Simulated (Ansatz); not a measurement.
**BH₄O (doublet): one geometry, many settings at distance B1–H4 along a hydrogen transfer = 1.340 Å**

Aim: run BH₄O (doublet) at one geometry under a spread of methods and options, and see what each costs and gives.

The runs use Ansatz 0.2.0, Gaussian basis; the settings change from run to run.

5 further runs of the same task are left out: 1 for a mislabelled method, 2 that didn't finish, 2 set aside as unsound or not needed.

**1. The geometry**

The geometry derives from fragments relaxed apart (PBE0/def2-TZVP) and kept rigid, so it is no stationary point. A hydrogen atom is moved between rigid fragments.

6 atoms, charge 0, spin multiplicity 2.

Atoms are counted from 1 here; the program's logs count them from 0.

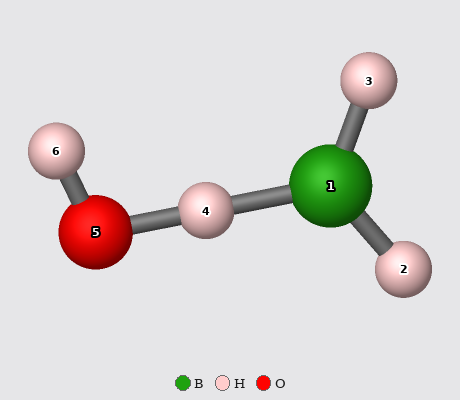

The geometry (boron green, hydrogen pink, oxygen red); atoms are numbered from 1 in the order of the file.

**2. MP2 on UHF/cc-pVDZ**

Contents of in.yaml:

```yaml
crystal:
  periodic: [false, false, false]
  atoms:
    - {symbol: B, position_ang: [-1.405384, 0.030718, 0.000000]}
    - {symbol: H, position_ang: [-2.002117, 1.064290, 0.000000]}
    - {symbol: H, position_ang: [-2.002118, -1.002853, 0.000000]}
    - {symbol: H, position_ang: [-0.065384, 0.030718, 0.000000]}
    - {symbol: O, position_ang: [1.119616, 0.030718, 0.000000]}
    - {symbol: H, position_ang: [1.371475, -0.909232, 0.000000]}
basis:
  gaussian: {orbitals: cc-pVDZ}
magnetization: {spin_polarized: true, initial_magnetization: 1}
correlation: {method: mp2, electrons: outside_noble_gas}
accuracy: high
```

Run with:

```sh
$ ansatz run in.yaml --threads 1 --pin off --events-out ev --progress --plain --max-ram 2393MiB
```

The program printed:

```text
Functional definition: HF
  name "HF"
  cite "Fock, Z. Phys. 61, 126 (1930) doi:10.1007/BF01340294"
  parent pbe
  exchange = exact_x
  correlation = 0
1020 factors; integrals over basis functions are off by at most 3.3e-9 eV
mean field evaluation 1: about -2765.4820 eV, gradient 2.3e1 eV
mean field evaluation 2: about -2765.5074 eV, gradient 2.3e1 eV
mean field evaluation 4: about -2768.3253 eV, gradient 2.8e0 eV
mean field evaluation 8: about -2768.4922 eV, gradient 3.1e-1 eV
mean field evaluation 16: about -2768.4960 eV, gradient 4.4e-7 eV
mean field evaluation 32: about -2757.9219 eV, gradient 3.0e1 eV
mean field evaluation 64: about -2757.9219 eV, gradient 3.0e1 eV
mean field -2768.49598774 eV, -101.7403509954 hartree, gradient 2.1e-8 eV, S^2 0.779519; 7 other end points of the search recorded, 0 dependent functions left out
2 core orbitals not correlated: weight in the atoms' cores, before any rotation towards them, 1.000 or more for the frozen orbitals, at most 0.000 for the correlated occupied ones
reference -2768.49598774 eV, -101.7403509954 hartree; 7, 6 occupied and 39, 40 virtual orbitals, 1020 factors
second order -7.52526184 eV of doubles, -0.00000000 eV of singles
Total energy: -2776.02124958 eV, -102.0168992671 hartree
```

Run time: 0.96 s. Hardware: 1 thread of Intel Xeon Platinum 8488C, shared host.

From the report: ⟨S²⟩ of the determinant 0.780 (pure doublet: 0.75).

**3. NEVPT2(7,4)/6-31G**

in.yaml: that of step 2 with these lines changed.

```diff
@@ -10,5 +10,5 @@
 basis:
-  gaussian: {orbitals: cc-pVDZ}
-magnetization: {spin_polarized: true, initial_magnetization: 1}
-correlation: {method: mp2, electrons: outside_noble_gas}
-accuracy: high
+  gaussian: {orbitals: 6-31G, fitting: {mean_field: def2-universal-jkfit}}
+magnetization: {spin_polarized: false, initial_magnetization: 1}
+correlation: {method: sc_nevpt2, electrons: valence, active_space: {window: {electrons: 7, orbitals: 4}}}
+scf: {lower_state_search: off}
```

Same command.

The program printed, cut to the lines that bear on the results:

```text
Functional definition: HF
  name "HF"
  cite "Fock, Z. Phys. 61, 126 (1930) doi:10.1007/BF01340294"
  parent pbe
[...]
224 factors; integrals over basis functions are off by at most 4.9e-2 eV
[...]
mean field -2766.88831713 eV, -101.6812701904 hartree, gradient 7.3e-7 eV, S^2 0.750000; 0 other end points of the search recorded, 0 dependent functions left out
reference -2766.88831713 eV, -101.6812701904 hartree; 9, 8 occupied and 17, 18 virtual orbitals, 224 factors
state -2766.88831713 eV, -101.6812701904 hartree
state -2766.88831713 eV, -101.6812701904 hartree; corrected -2771.85423777 eV, -101.8637644076 hartree
WARN: 3 active orbitals are nearly empty or full. The corrections depend on them more than the energy does, and are more stable in an active space without them
Total energy: -2771.85423777 eV, -101.8637644076 hartree
Checks for a lower state left out: stability, starts, cluster_reference, orbital_swaps, neighbouring_geometries, increment
```

Wall time 0.12 s (1 thread of Intel Xeon Platinum 8488C, shared host).

From the report: 3 determinants; active occupations 2.00, 2.00, 2.00, 1.00. The report marks this result as in doubt.

**4. CASSCF(3,2)/STO-3G**

in.yaml: that of step 3 with these lines changed.

```diff
@@ -10,5 +10,5 @@
 basis:
-  gaussian: {orbitals: 6-31G, fitting: {mean_field: def2-universal-jkfit}}
+  gaussian: {orbitals: STO-3G}
 magnetization: {spin_polarized: false, initial_magnetization: 1}
-correlation: {method: sc_nevpt2, electrons: valence, active_space: {window: {electrons: 7, orbitals: 4}}}
+correlation: {active_space: {window: {electrons: 3, orbitals: 2}}}
 scf: {lower_state_search: off}
```

Same command.

The program printed:

```text
Functional definition: HF
  name "HF"
  cite "Fock, Z. Phys. 61, 126 (1930) doi:10.1007/BF01340294"
  parent pbe
  exchange = exact_x
  correlation = 0
these checks for a lower state are left out or cut short: stability, starts, cluster_reference, orbital_swaps, neighbouring_geometries, increment
183 factors; integrals over basis functions are off by at most 5.6e-5 eV
mean field evaluation 1: about -2727.5525 eV, gradient 2.3e1 eV
mean field evaluation 2: about -2727.6094 eV, gradient 2.3e1 eV
mean field evaluation 4: about -2730.8596 eV, gradient 2.3e0 eV
mean field evaluation 8: about -2731.0129 eV, gradient 1.7e-1 eV
mean field -2731.01326901 eV, -100.3628864889 hartree, gradient 2.5e-6 eV, S^2 0.750000; 0 other end points of the search recorded, 0 dependent functions left out
reference -2731.01326901 eV, -100.3628864889 hartree; 9, 8 occupied and 5, 6 virtual orbitals, 183 factors
state -2731.01326901 eV, -100.3628864889 hartree
Total energy: -2731.01326901 eV, -100.3628864889 hartree
Checks for a lower state left out: stability, starts, cluster_reference, orbital_swaps, neighbouring_geometries, increment
```

Run time: 0.06 s. Hardware: 1 thread of Intel Xeon Platinum 8488C, shared host.

From the report: 2 determinants; active occupations 2.00, 1.00. With so small a space the active step adds no correlation: the energy is the mean field's.

**5. CCSD(T)/cc-pVDZ**

in.yaml: that of step 4 with these lines changed.

```diff
@@ -10,5 +10,6 @@
 basis:
-  gaussian: {orbitals: STO-3G}
+  gaussian: {orbitals: cc-pVDZ}
 magnetization: {spin_polarized: false, initial_magnetization: 1}
-correlation: {active_space: {window: {electrons: 3, orbitals: 2}}}
-scf: {lower_state_search: off}
+hamiltonian: {xc: {name: r2SCAN}}
+correlation: {method: ccsd_t, electrons: valence, diis_vectors: 4}
+scf: {lower_state_search: full}
```

The command is unchanged.

The program printed, cut to the lines that bear on the results:

```text
Functional definition: r2SCAN
  name "r2SCAN"
  cite "Furness, Kaplan, Ning, Perdew & Sun, J. Phys. Chem. Lett. 11, 8208 (2020) doi:10.1021/acs.jpclett.0c02405"
  cite "Furness, Kaplan, Ning, Perdew & Sun, J. Phys. Chem. Lett. 11, 9248 (2020) doi:10.1021/acs.jpclett.0c03077"
  parent r2scan
[...]
433 factors; integrals over basis functions are off by at most 1.4e-3 eV
[...]
mean field -2783.07042696 eV, -102.2759517579 hartree, gradient 2.8e-6 eV, S^2 0.750000; 6 other end points of the search recorded, 0 dependent functions left out
[...]
2 core orbitals not correlated: weight in the atoms' cores, before any rotation towards them, 1.000 or more for the frozen orbitals, at most 0.000 for the correlated occupied ones
reference -2767.83944307 eV, -101.7162234238 hartree; 7, 6 occupied and 39, 40 virtual orbitals, 433 factors
second order -8.19115110 eV of doubles, -0.39089150 eV of singles
cycle   1  -8.67840770 eV  change   -9.3e-2 eV  update   8.6e-2
[...]
cycle  12  -9.04572247 eV  change   -1.1e-6 eV  update   7.0e-6
perturbative correction -0.20371192 eV, -0.0074862751 hartree
Total energy: -2777.08887746 eV, -102.0561338682 hartree
```

It took 6.5 s on 1 thread of Intel Xeon Platinum 8488C, shared host.

From the report: correlation -9.2494 eV; T1 0.020; largest double amplitude 0.05. The orbitals are Kohn-Sham ones, so correlation energy and T1 don't compare with those on Hartree-Fock orbitals.

**6. The runs in one table**

Where basis and cores are those of an earlier UCCSDT(Q)/cc-pVDZ run (-2777.1524 eV), and the state is the same kind, the miss against it is given. † marks a result that the program doubts.

| level | correlated | functions | energy (eV) | from UCCSDT(Q) (meV) | time |
| --- | --- | --- | --- | --- | --- |
| MP2 on UHF/cc-pVDZ | outside noble gas | 48 | -2776.0212 | 1131.1 | 0.96 s |
| NEVPT2(7,4)/6-31G † | valence | 26 | -2771.8542 |  | 0.12 s |
| CASSCF(3,2)/STO-3G |  | 14 | -2731.0133 |  | 0.06 s |
| CCSD(T)/cc-pVDZ (on r2SCAN orbitals) | valence | 48 | -2777.0889 | 63.5 | 6.5 s |

**7. What came out**

| quantity | value |
| --- | --- |
| runs | 4 |
| quickest | CASSCF(3,2)/STO-3G, 0.06 s |
| slowest | CCSD(T)/cc-pVDZ (on r2SCAN orbitals), 6.5 s |

What this shows: Total energies in different bases, with other cores or another treatment of relativity can't be set against each other. CCSD(T)/cc-pVDZ (on r2SCAN orbitals) took 109 times as long as CASSCF(3,2)/STO-3G; the jobs differ in more than the method. Among the correlated runs with a miss given, it spans +63 to +1131 meV. Cores frozen from Kohn-Sham orbitals shift the total energy.
